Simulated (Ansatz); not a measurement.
# BSiH5 (triplet): from Hartree-Fock to the top rungs, cc-pVDZ

How much of the correlation energy of BSiH5 (triplet) does each wave-function method recover here?

Method: cc-pVDZ, core rule «outside noble gas», up to 6 orbitals frozen; program: Ansatz 0.2.0, Gaussian basis.

Plan: UHF; CCSD(T) on ROHF; CCSD(T) on UHF; BCCD(T) on ROHF; CISD as a restricted active space (open shells left free, so some higher excitations enter); CCSDT(Q) on ROHF; CCSDT(Q) on UHF; CASSCF and NEVPT2, 10 electrons in 10 orbitals.

23 further runs of the same task are left out: 10 that didn't finish, 13 set aside as unsound or not needed. Runs told in other sessions of the task aren't counted.

## 1. The geometry

The geometry is a PBE0/def2-TZVP stationary point (not a proven minimum).

7 atoms, charge 0, spin multiplicity 3.

Atoms are counted from 1 here; the program's logs count them from 0.

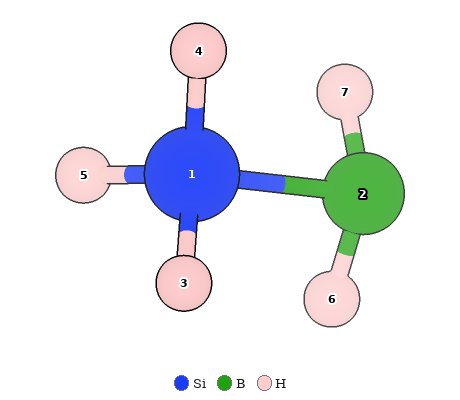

The structure; silicon blue, boron green, hydrogen pink; atoms are numbered from 1 in the order of the file.

In the tables R marks a restricted open-shell determinant and U an unrestricted one; 'frontier' is the active space of 10 electrons in 10 orbitals; energies count from the table's Hartree-Fock row.

## 2. UHF

in.yaml

```yaml
crystal:
  periodic: [false, false, false]
  atoms:
    - {symbol: Si, position_ang: [-0.018261, 0.000000, 0.580059]}
    - {symbol: B, position_ang: [0.127982, -0.000001, -1.510314]}
    - {symbol: H, position_ang: [0.661937, -1.230696, 1.055108]}
    - {symbol: H, position_ang: [0.661938, 1.230696, 1.055107]}
    - {symbol: H, position_ang: [-1.445963, 0.000001, 0.989065]}
    - {symbol: H, position_ang: [-0.370895, -1.096559, -1.531404]}
    - {symbol: H, position_ang: [-0.370894, 1.096559, -1.531405]}
basis:
  gaussian: {orbitals: cc-pVDZ}
magnetization: {spin_polarized: true, initial_magnetization: 2}
hamiltonian: {xc: hf}
output: {orbitals: {seedname: orbitals}}
```

Started as:

```
$ ansatz run in.yaml --threads 1 --pin off --events-out ev --progress --plain --max-ram 2393MiB
```

The program printed:

```text
Functional definition: HF
  name "HF"
  cite "Fock, Z. Phys. 61, 126 (1930) doi:10.1007/BF01340294"
  parent pbe
  exchange = exact_x
  correlation = 0
528 factors; integrals over basis functions are off by at most 1.2e-3 eV
mean field evaluation 1: about -8607.7802 eV, gradient 1.0e1 eV
mean field evaluation 2: about -8607.8293 eV, gradient 1.0e1 eV
mean field evaluation 4: about -8609.2954 eV, gradient 1.1e0 eV
mean field evaluation 8: about -8609.3210 eV, gradient 5.3e-4 eV
mean field -8609.32106732 eV, -316.3867136165 hartree, gradient 1.6e-5 eV, S^2 2.011578; 0 other end points of the search recorded, 0 dependent functions left out
reference -8609.32106732 eV, -316.3867136165 hartree; 13, 11 occupied and 44, 46 virtual orbitals, 528 factors
Total energy: -8609.32106732 eV, -316.3867136165 hartree
```

Wall time 0.51 s (1 thread of Arm Neoverse V1, shared host).

From the report: ⟨S²⟩ of the determinant 2.012 (pure triplet: 2.00).

## 3. CCSD(T) on ROHF

Edit in.yaml of step 2 so:

```diff
@@ -12,4 +12,4 @@
   gaussian: {orbitals: cc-pVDZ}
-magnetization: {spin_polarized: true, initial_magnetization: 2}
-hamiltonian: {xc: hf}
-output: {orbitals: {seedname: orbitals}}
+magnetization: {spin_polarized: false, initial_magnetization: 2}
+correlation: {method: ccsd_t, electrons: outside_noble_gas}
+output: {forces: true}
```

Same command.

The program printed (excerpt; [...] marks lines left out):

```text
Functional definition: HF
  name "HF"
  cite "Fock, Z. Phys. 61, 126 (1930) doi:10.1007/BF01340294"
  parent pbe
[...]
528 factors; integrals over basis functions are off by at most 1.2e-3 eV
[...]
mean field -8609.22600787 eV, -316.3832202464 hartree, gradient 2.7e-6 eV, S^2 2.000000; 0 other end points of the search recorded, 0 dependent functions left out
[...]
6 core orbitals not correlated: weight in the atoms' cores, before any rotation towards them, 1.000 or more for the frozen orbitals, at most 0.000 for the correlated occupied ones
reference -8609.22600787 eV, -316.3832202464 hartree; 7, 5 occupied and 44, 46 virtual orbitals, 528 factors
second order -4.91442949 eV of doubles, -0.05494306 eV of singles
cycle   1  -5.86177638 eV  change   -8.9e-1 eV  update   6.8e-2
[...]
cycle  12  -6.18603333 eV  change   -3.3e-7 eV  update   1.2e-6
perturbative correction -0.13875710 eV, -0.0050992293 hartree
[...]
Total energy: -8615.55079830 eV, -316.6156520074 hartree
Atom 0 at    -0.018261     0.000000     0.580059 Å, force     0.007584     0.000000     0.409218 eV/Å
Atom 1 at     0.127982    -0.000001    -1.510314 Å, force     0.376037    -0.000000    -0.391888 eV/Å
Atom 2 at     0.661937    -1.230696     1.055108 Å, force     0.050925    -0.084659     0.045494 eV/Å
Atom 3 at     0.661938     1.230696     1.055107 Å, force     0.050925     0.084659     0.045494 eV/Å
Atom 4 at    -1.445963     0.000001     0.989065 Å, force    -0.098120     0.000000     0.002516 eV/Å
Atom 5 at    -0.370895    -1.096559    -1.531404 Å, force    -0.193675    -0.288659    -0.055417 eV/Å
Atom 6 at    -0.370894     1.096559    -1.531405 Å, force    -0.193675     0.288659    -0.055417 eV/Å
Dipole moment:    -0.112280     0.000000     0.334890 e Å
```

Run time: 8 s. Hardware: 1 thread of Arm Neoverse V1, shared host.

From the report: correlation -6.3248 eV; T1 0.018; largest double amplitude 0.03.

## 4. CCSD(T) on UHF

Edit in.yaml of step 3 so:

```diff
@@ -12,3 +12,3 @@
   gaussian: {orbitals: cc-pVDZ}
-magnetization: {spin_polarized: false, initial_magnetization: 2}
+magnetization: {spin_polarized: true, initial_magnetization: 2}
 correlation: {method: ccsd_t, electrons: outside_noble_gas}
```

Same command.

The program printed (excerpt; [...] marks lines left out):

```text
Functional definition: HF
  name "HF"
  cite "Fock, Z. Phys. 61, 126 (1930) doi:10.1007/BF01340294"
  parent pbe
[...]
528 factors; integrals over basis functions are off by at most 1.2e-3 eV
[...]
mean field -8609.32106732 eV, -316.3867136165 hartree, gradient 3.2e-6 eV, S^2 2.011578; 0 other end points of the search recorded, 0 dependent functions left out
6 core orbitals not correlated: weight in the atoms' cores, before any rotation towards them, 1.000 or more for the frozen orbitals, at most 0.000 for the correlated occupied ones
reference -8609.32106732 eV, -316.3867136165 hartree; 7, 5 occupied and 44, 46 virtual orbitals, 528 factors
second order -4.87304870 eV of doubles, -0.00000000 eV of singles
cycle   1  -5.76524529 eV  change   -8.9e-1 eV  update   6.8e-2
[...]
cycle  12  -6.09275034 eV  change   -4.8e-7 eV  update   1.1e-6
perturbative correction -0.13720101 eV, -0.0050420439 hartree
[...]
Total energy: -8615.55101866 eV, -316.6156601057 hartree
Atom 0 at    -0.018261     0.000000     0.580059 Å, force     0.007969     0.000000     0.409237 eV/Å
Atom 1 at     0.127982    -0.000001    -1.510314 Å, force     0.374934    -0.000000    -0.391036 eV/Å
Atom 2 at     0.661937    -1.230696     1.055108 Å, force     0.050837    -0.084531     0.045452 eV/Å
Atom 3 at     0.661938     1.230696     1.055107 Å, force     0.050837     0.084531     0.045452 eV/Å
Atom 4 at    -1.445963     0.000001     0.989065 Å, force    -0.098027     0.000000     0.002307 eV/Å
Atom 5 at    -0.370895    -1.096559    -1.531404 Å, force    -0.193275    -0.288474    -0.055706 eV/Å
Atom 6 at    -0.370894     1.096559    -1.531405 Å, force    -0.193275     0.288474    -0.055706 eV/Å
Dipole moment:    -0.112312     0.000000     0.334919 e Å
```

It took 7.5 s on 1 thread of Arm Neoverse V1, shared host.

From the report: ⟨S²⟩ of the determinant 2.012 (pure triplet: 2.00); correlation -6.2300 eV; T1 0.014; largest double amplitude 0.03.

## 5. BCCD(T) on ROHF

Edit in.yaml of step 4 so:

```diff
@@ -12,4 +12,3 @@
   gaussian: {orbitals: cc-pVDZ}
-magnetization: {spin_polarized: true, initial_magnetization: 2}
-correlation: {method: ccsd_t, electrons: outside_noble_gas}
-output: {forces: true}
+magnetization: {spin_polarized: false, initial_magnetization: 2}
+correlation: {method: bccd_t, electrons: outside_noble_gas}
```

The command is unchanged.

The program printed (excerpt; [...] marks lines left out):

```text
Functional definition: HF
  name "HF"
  cite "Fock, Z. Phys. 61, 126 (1930) doi:10.1007/BF01340294"
  parent pbe
[...]
528 factors; integrals over basis functions are off by at most 1.2e-3 eV
[...]
mean field -8609.22600787 eV, -316.3832202464 hartree, gradient 2.7e-6 eV, S^2 2.000000; 0 other end points of the search recorded, 0 dependent functions left out
[...]
6 core orbitals not correlated: weight in the atoms' cores, before any rotation towards them, 1.000 or more for the frozen orbitals, at most 0.000 for the correlated occupied ones
reference -8609.22600787 eV, -316.3832202464 hartree; 7, 5 occupied and 44, 46 virtual orbitals, 528 factors
second order -4.91442949 eV of doubles, -0.05494306 eV of singles
cycle   1  -5.87949402 eV  change   -9.1e-1 eV  update   6.9e-2
[...]
cycle  10  -6.18145752 eV  change   -9.9e-6 eV  update   8.2e-6
perturbative correction -0.14376433 eV, -0.0052832417 hartree
Total energy: -8615.55122972 eV, -316.6156678619 hartree
```

It took 2.5 s on 1 thread of Arm Neoverse V1, shared host.

From the report: correlation -6.3252 eV; largest double amplitude 0.03.

## 6. CISD as a restricted active space (open shells left free, so some higher excitations enter)

Edit in.yaml of step 5 so:

```diff
@@ -13,2 +13,2 @@
 magnetization: {spin_polarized: false, initial_magnetization: 2}
-correlation: {method: bccd_t, electrons: outside_noble_gas}
+correlation: {active_space: {ras: {orbitals: [5, 2, 44], electrons: 12, max_holes: 2, max_particles: 2}, fixed_orbitals: true}}
```

Launched as before.

The program printed:

```text
Functional definition: HF
  name "HF"
  cite "Fock, Z. Phys. 61, 126 (1930) doi:10.1007/BF01340294"
  parent pbe
  exchange = exact_x
  correlation = 0
528 factors; integrals over basis functions are off by at most 1.2e-3 eV
mean field evaluation 1: about -8607.7689 eV, gradient 1.3e1 eV
mean field evaluation 2: about -8607.8159 eV, gradient 1.3e1 eV
mean field evaluation 4: about -8609.2141 eV, gradient 1.2e0 eV
mean field evaluation 8: about -8609.2249 eV, gradient 2.5e-1 eV
mean field -8609.22600787 eV, -316.3832202464 hartree, gradient 2.7e-6 eV, S^2 2.000000; 0 other end points of the search recorded, 0 dependent functions left out
reference -8609.22600787 eV, -316.3832202464 hartree; 13, 11 occupied and 44, 46 virtual orbitals, 528 factors
state -8614.92625961 eV, -316.5927006340 hartree
Total energy: -8614.92625961 eV, -316.5927006340 hartree
```

Run time: 3.6 s. Hardware: 1 thread of Arm Neoverse V1, shared host.

From the report: 211,895 determinants.

## 7. CCSDT(Q) on ROHF

Edit in.yaml of step 6 so:

```diff
@@ -13,2 +13,2 @@
 magnetization: {spin_polarized: false, initial_magnetization: 2}
-correlation: {active_space: {ras: {orbitals: [5, 2, 44], electrons: 12, max_holes: 2, max_particles: 2}, fixed_orbitals: true}}
+correlation: {method: ccsdt_q, electrons: outside_noble_gas}
```

Same command.

The program printed (excerpt; [...] marks lines left out):

```text
Functional definition: HF
  name "HF"
  cite "Fock, Z. Phys. 61, 126 (1930) doi:10.1007/BF01340294"
  parent pbe
[...]
1101 factors; integrals over basis functions are off by at most 2.0e-7 eV
[...]
mean field -8609.22605626 eV, -316.3832220245 hartree, gradient 2.8e-6 eV, S^2 2.000000; 0 other end points of the search recorded, 0 dependent functions left out
6 core orbitals not correlated: weight in the atoms' cores, before any rotation towards them, 1.000 or more for the frozen orbitals, at most 0.000 for the correlated occupied ones
reference -8609.22605626 eV, -316.3832220245 hartree; 7, 5 occupied and 44, 46 virtual orbitals, 1101 factors
second order -4.91446033 eV of doubles, -0.05494314 eV of singles
cycle   1  -5.86175338 eV  change   -8.9e-1 eV  update   7.5e-2
[...]
cycle  16  -6.35621622 eV  change    4.0e-7 eV  update   2.2e-7
perturbative correction -0.00449809 eV, -0.0001653016 hartree
Total energy: -8615.58677057 eV, -316.6169739639 hartree
```

Wall time 98 s (1 thread of Arm Neoverse V1, shared host); peak memory 1.1 GiB.

From the report: correlation -6.3607 eV; T1 0.019; largest double amplitude 0.03.

## 8. CCSDT(Q) on UHF

Edit in.yaml of step 7 so:

```diff
@@ -12,3 +12,3 @@
   gaussian: {orbitals: cc-pVDZ}
-magnetization: {spin_polarized: false, initial_magnetization: 2}
+magnetization: {spin_polarized: true, initial_magnetization: 2}
 correlation: {method: ccsdt_q, electrons: outside_noble_gas}
```

Same command.

The program printed (excerpt; [...] marks lines left out):

```text
Functional definition: HF
  name "HF"
  cite "Fock, Z. Phys. 61, 126 (1930) doi:10.1007/BF01340294"
  parent pbe
[...]
1101 factors; integrals over basis functions are off by at most 2.0e-7 eV
[...]
mean field -8609.32111576 eV, -316.3867153966 hartree, gradient 2.1e-6 eV, S^2 2.011578; 0 other end points of the search recorded, 0 dependent functions left out
6 core orbitals not correlated: weight in the atoms' cores, before any rotation towards them, 1.000 or more for the frozen orbitals, at most 0.000 for the correlated occupied ones
reference -8609.32111576 eV, -316.3867153966 hartree; 7, 5 occupied and 44, 46 virtual orbitals, 1101 factors
second order -4.87307936 eV of doubles, -0.00000000 eV of singles
cycle   1  -5.76522238 eV  change   -8.9e-1 eV  update   7.5e-2
[...]
cycle  16  -6.26169885 eV  change    3.8e-7 eV  update   2.2e-7
perturbative correction -0.00465123 eV, -0.0001709294 hartree
Total energy: -8615.58746583 eV, -316.6169995145 hartree
```

It took 83 s on 1 thread of Arm Neoverse V1, shared host; peak memory 0.86 GiB.

From the report: ⟨S²⟩ of the determinant 2.012 (pure triplet: 2.00); correlation -6.2664 eV; T1 0.014; largest double amplitude 0.03.

## 9. CASSCF and NEVPT2, 10 electrons in 10 orbitals

Edit in.yaml of step 8 so:

```diff
@@ -12,3 +12,3 @@
   gaussian: {orbitals: cc-pVDZ}
-magnetization: {spin_polarized: true, initial_magnetization: 2}
-correlation: {method: ccsdt_q, electrons: outside_noble_gas}
+magnetization: {spin_polarized: false, initial_magnetization: 2}
+correlation: {method: sc_nevpt2, electrons: outside_noble_gas, active_space: {window: {electrons: 10, orbitals: 10}}}
```

Same command.

The program printed:

```text
Functional definition: HF
  name "HF"
  cite "Fock, Z. Phys. 61, 126 (1930) doi:10.1007/BF01340294"
  parent pbe
  exchange = exact_x
  correlation = 0
528 factors; integrals over basis functions are off by at most 1.2e-3 eV
mean field evaluation 1: about -8607.7689 eV, gradient 1.3e1 eV
mean field evaluation 2: about -8607.8159 eV, gradient 1.3e1 eV
mean field evaluation 4: about -8609.2141 eV, gradient 1.2e0 eV
mean field evaluation 8: about -8609.2249 eV, gradient 2.5e-1 eV
mean field -8609.22600787 eV, -316.3832202464 hartree, gradient 2.7e-6 eV, S^2 2.000000; 0 other end points of the search recorded, 0 dependent functions left out
reference -8609.22600787 eV, -316.3832202464 hartree; 13, 11 occupied and 44, 46 virtual orbitals, 528 factors
state -8610.62277671 eV, -316.4345505542 hartree
state -8610.62277671 eV, -316.4345505542 hartree; corrected -8614.24409421 eV, -316.5676315178 hartree
Total energy: -8614.24409421 eV, -316.5676315178 hartree
```

Wall time 18 s (1 thread of Arm Neoverse V1, shared host).

From the report: 32,144 determinants; active occupations 1.99, 1.99, 1.98, 1.98, 1.00, 1.00, 0.03, 0.02, 0.02, 0.01.

## 10. Misses and costs

The yardstick is UCCSDT(Q), where the cluster series has nearly closed. Rows without a time are mean-field rows or come out of runs for another level: lower rungs of the coupled-cluster runs, CASSCF and MRCISD of the multireference runs, or the Hartree-Fock search. The times of RCCSD(T), UCCSD(T) include forces.

Differences are taken before rounding.

```
         method  energy from the lowest ROHF (kJ/mol)  from UCCSDT(Q) (kJ/mol)   time
            ROHF                                  0.0                   +613.8       
            UHF                                 -9.2                   +604.6       
           RMP2                               -479.5                   +134.3       
           UMP2                               -479.3                   +134.4       
           CISD                               -550.0                    +63.8  3.6 s
          RCCSD                               -596.9                    +16.9       
          UCCSD                               -597.0                    +16.8       
       RCCSD(T)                               -610.2                     +3.5    8 s
       UCCSD(T)                               -610.3                     +3.5  7.5 s
        BCCD(T)                               -610.3                     +3.5  2.5 s
         RCCSDT                               -613.3                     +0.5       
         UCCSDT                               -613.3                     +0.4       
      RCCSDT(Q)                               -613.7                     +0.1   98 s
      UCCSDT(Q)                               -613.8                        0   83 s
CASSCF frontier                               -134.8                   +479.0       
NEVPT2 frontier                               -484.2                   +129.6   18 s
```

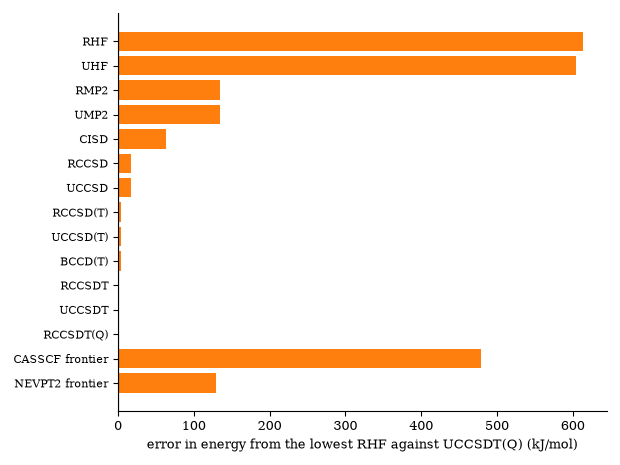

Error of each method against UCCSDT(Q).

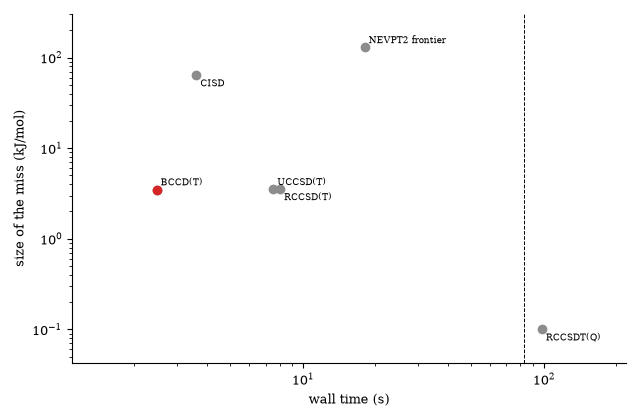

Miss against cost. Red marks the levels that no quicker level drawn beats (of those quicker than the yardstick), and the dashed line is the time of UCCSDT(Q). Misses under 0.1 kJ/mol are drawn at that value. Times are from a shared host.

With the free atoms at the same levels and basis (separate runs), the atomisation energy is 16.744 eV at UCCSDT(Q), 16.730 eV at RCCSD(T), 16.729 eV at UCCSD(T), 13.981 eV at ROHF.

## 11. What came out

```
                         quantity                                                   value
    UCCSDT(Q) from the ROHF energy                                              -6.3615 eV
              RMP2 from UCCSDT(Q)                                           +134.3 kJ/mol
              UMP2 from UCCSDT(Q)                                           +134.4 kJ/mol
             RCCSD from UCCSDT(Q)                                            +16.9 kJ/mol
          RCCSD(T) from UCCSDT(Q)                                             +3.5 kJ/mol
          UCCSD(T) from UCCSDT(Q)                                             +3.5 kJ/mol
         RCCSDT(Q) from UCCSDT(Q)                                             +0.1 kJ/mol
   NEVPT2 frontier from UCCSDT(Q)                                           +129.6 kJ/mol
levels within 1 kcal/mol (43 meV)  RCCSD(T), UCCSD(T), BCCD(T), RCCSDT, UCCSDT, RCCSDT(Q)
                    T1 diagnostic                                                   0.018
```

**Reading.** RCCSD(T) lands +3.5 kJ/mol from the yardstick (0.6 % of the correlation energy). These misses are within one basis, not against nature; the frozen cores of restricted and unrestricted runs differ, which can shift their rows.

With open shells the CI space here admits some higher excitations, so it is larger than plain CISD.

BCCD(T) reaches 3.5 kJ/mol from the reference in 2.5 s, where UCCSDT(Q) took 83 s.
